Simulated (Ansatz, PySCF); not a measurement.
Potential energy curve for LiH, singlet.

RCCSD = Ansatz (an electronic-structure program) with CCSD on RHF/aug-cc-pVDZ, frozen core; UCCSD(T) = CCSD(T) on UHF/aug-cc-pVDZ, frozen core run with Ansatz; UHF/STO-3G = unrestricted Hartree-Fock/STO-3G (PySCF); UHF/6-31G* = PySCF with unrestricted Hartree-Fock/6-31G*, spherical d; RHF/aug-cc-pVDZ (Ansatz).

Energies are in mEh, each relative to the lowest point of its own curve near equilibrium.

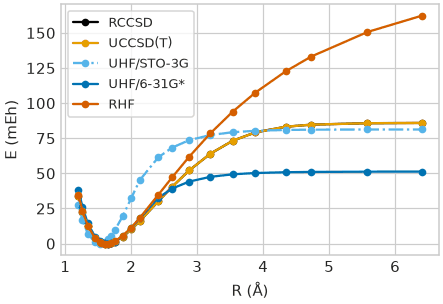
Fig. 1. Energy against bond length for each method.

```tsv
R / Å	RCCSD	UCCSD(T)	UHF/STO-3G	UHF/6-31G*	RHF
1.20	33.7	33.7	27.7	38.2	34.7
1.26	22.8	22.8	16.9	26.2	23.4
1.34	12.4	12.4	7.2	14.6	12.7
1.45	4.0	4.0	0.8	5.0	4.1
1.52	1.3	1.3	0.0	1.8	1.3
1.54	0.8	0.8	0.2	1.2	0.8
1.60	0.0	0.0	1.5	0.1	0.0
1.65	0.0	0.0	3.5	0.0	0.1
1.69	0.4	0.4	5.6	0.3	0.5
1.75	1.4	1.4	9.5	1.4	1.7
1.87	4.9	4.9	19.4	5.2	5.6
2.00	10.1	10.1	32.5	11.1	11.5
2.13	16.1	16.1	45.2	18.1	18.4
2.41	30.2	30.2	61.4	32.6	34.7
2.62	40.5	40.5	68.4	39.2	47.2
2.88	52.2	52.2	73.6	44.2	62.0
3.20	64.0	64.1	77.3	47.6	78.5
3.54	73.3	73.3	79.3	49.4	94.0
3.88	79.2	79.2	80.3	50.3	107.5
4.34	83.2	83.2	80.9	50.8	122.6
4.73	84.7	84.7	81.1	51.0	133.2
5.58	85.7	85.7	81.2	51.2	150.6
6.40	85.9	85.9	81.3	51.3	162.2
```

With two correlated electrons CCSD is exact in the basis where it finds the lowest root (RCCSD, UCCSD(T)). The unrestricted determinant behind UCCSD(T), UHF/6-31G* is spin-contaminated at 2.41 to 6.40 Å (<S²> up to 1.0, against 0.00 for a pure singlet). The unrestricted determinant behind UHF/STO-3G is spin-contaminated at 2.13 to 6.40 Å (<S²> up to 1.0, against 0.00 for a pure singlet). The restricted form behind RHF keeps the bonding electrons paired and can't separate into open-shell fragments.
